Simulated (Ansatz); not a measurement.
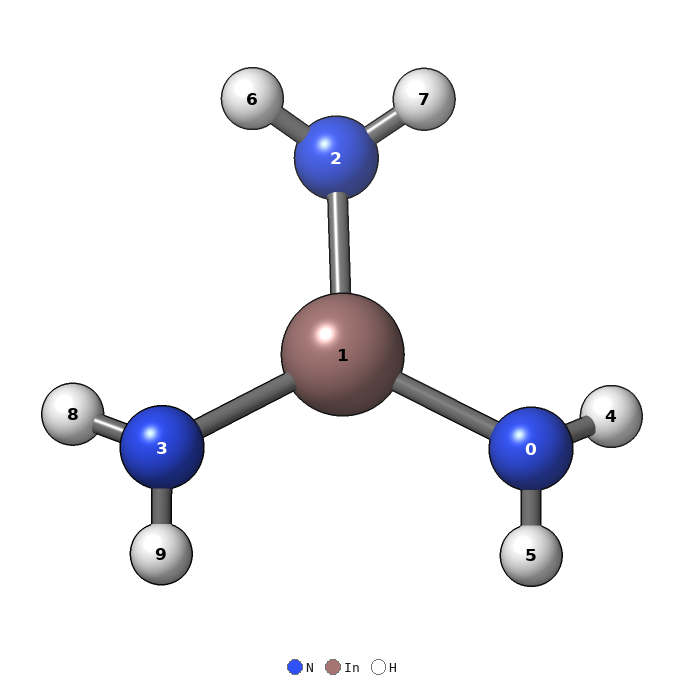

Starting geometry of the run. Atoms are numbered from 0, in the order of the input.

Input file:

```yaml
crystal:
  periodic: [false, false, false]
  atoms:
    - {symbol: N, position_ang: [-1.823548, 0.620434, -0.639443]}
    - {symbol: In, position_ang: [-0.010052, 0.001830, 0.017106]}
    - {symbol: N, position_ang: [0.527548, -1.939548, -0.203336]}
    - {symbol: N, position_ang: [1.200674, 1.267013, 1.034942]}
    - {symbol: H, position_ang: [-2.233959, 0.079891, -1.387534]}
    - {symbol: H, position_ang: [-1.911593, 1.600060, -0.868749]}
    - {symbol: H, position_ang: [1.178577, -2.300117, 0.479826]}
    - {symbol: H, position_ang: [-0.229351, -2.601630, -0.299782]}
    - {symbol: H, position_ang: [2.180763, 1.023655, 1.056773]}
    - {symbol: H, position_ang: [1.120931, 2.248402, 0.810197]}
basis:
  gaussian: {orbitals: def2-TZVP, final_grid: {core_spheres: 20, valence_spheres: 16, degree: 47}}
hamiltonian: {xc: {name: revPBE0}}
scf: {lower_state_search: light}
```

It was started with:

```sh
ansatz run in.yaml --threads 4 --pin off --events-out ev --progress --plain --max-ram 10444MiB
```

Output:

```
Functional definition: revPBE0
  name "revPBE0"
  cite "Zhang & Yang, Phys. Rev. Lett. 80, 890 (1998) doi:10.1103/PhysRevLett.80.890"
  cite "Adamo & Barone, J. Chem. Phys. 110, 6158 (1999) doi:10.1063/1.478522"
  cite "Perdew, Burke & Ernzerhof, Phys. Rev. Lett. 77, 3865 (1996) doi:10.1103/PhysRevLett.77.3865"
  parameter a = 0.25
  parameter kappa = 1.245
  parameter beta = 0.06672455060314922
  exchange = (1 - a)*pbe_x(kappa = kappa, mu = beta*pi^2/3) + a*exact_x
  correlation = pbe_c(beta = beta)
1210 factors; their error is unknown
mean field evaluation 1: about -9722.8097 eV, gradient 1.0e2 eV
mean field evaluation 2: about -9690.4977 eV, gradient 1.5e2 eV
mean field evaluation 4: about -9742.9303 eV, gradient 4.0e0 eV
mean field evaluation 8: about -9743.0006 eV, gradient 4.0e-1 eV
mean field evaluation 16: about -9743.0008 eV, gradient 4.5e-5 eV
mean field -9743.00080207 eV, -358.0486754328 hartree, gradient 4.5e-5 eV, S^2 0.000000; 0 other end points of the search recorded, 0 dependent functions left out
reference -9743.00085539 eV, -358.0486773923 hartree; 24, 24 occupied and 155, 155 virtual orbitals, 1210 factors
Total energy: -9743.00085539 eV, -358.0486773923 hartree
```

The run converged.
